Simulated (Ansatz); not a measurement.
# F₃HSi···HCl: what the fields show

```xyz
7

Si    0.3225   -0.0129   -0.1853
F     0.2143   -0.0818    1.3987
F     1.8630    0.0695   -0.5424
H    -0.3904    1.1294   -0.7142
F    -0.2323   -1.3760   -0.7641
Cl   -3.0637    0.1967    1.4949
H    -2.1233   -0.0308    2.3223
```

The calculation used RHF/def2-SVP (Ansatz 0.2.0).

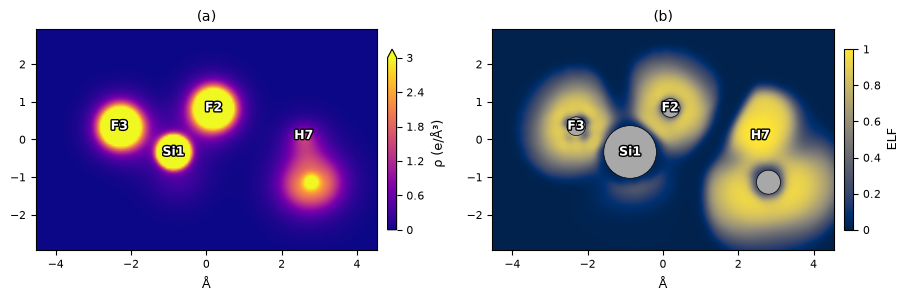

Figure 1. (a) electron density; (b) ELF on the plane of atoms F2, Si1 and F3. Grey discs cover the atomic cores in the ELF map.

### What does the map show?

Atoms in the plane: Si, F and H. Si–F (1.59 Å): ρ is about 1.1 e/Å³ halfway; the ELF peaks at about 0.85 in the valence shell of F, 0.6 Å from its nucleus, and is about 0.50 at the midpoint. The ELF also peaks beside Cl6, F3 and F2, away from the bonds: lone-pair regions.

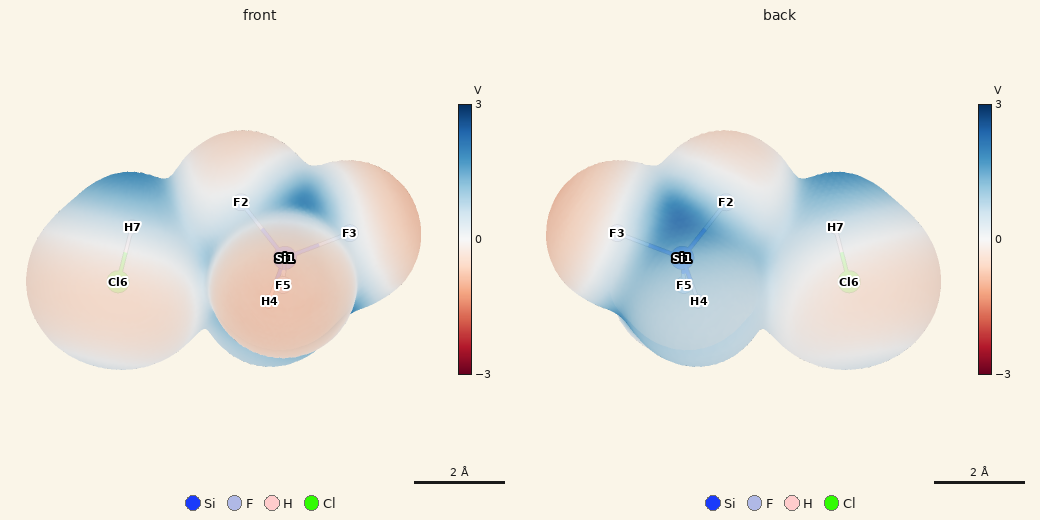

Figure 2. The electrostatic potential painted on the density surface at 0.001 e/bohr³, seen from the front and from behind; the colour scale runs from red (negative) to blue (positive).

### Describe the electrostatic potential map.

The most negative region (about −0.8 V) lies over F3 and F5, the most positive (about +2.2 V) over Si1. Cl6 shows a σ-hole: about +0.3 V at the tip opposite its bond, against about −0.1 V on its flanks.

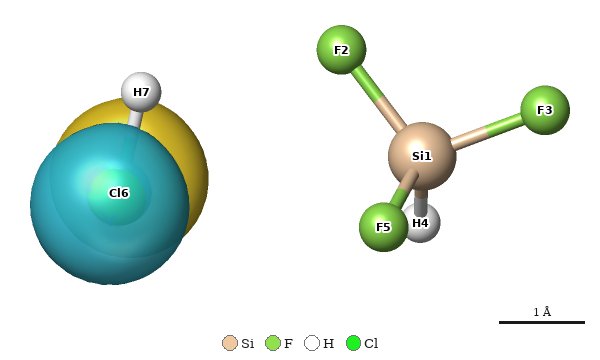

Figure 3. The HOMO at ±0.2 Å⁻³ᐟ² (yellow and cyan are the two phases), seen at a tilt.

### What is the character of this orbital?

It lies mainly on Cl6 (about 95 %); largely a lone pair of Cl6. Its energy is −12.87 eV.
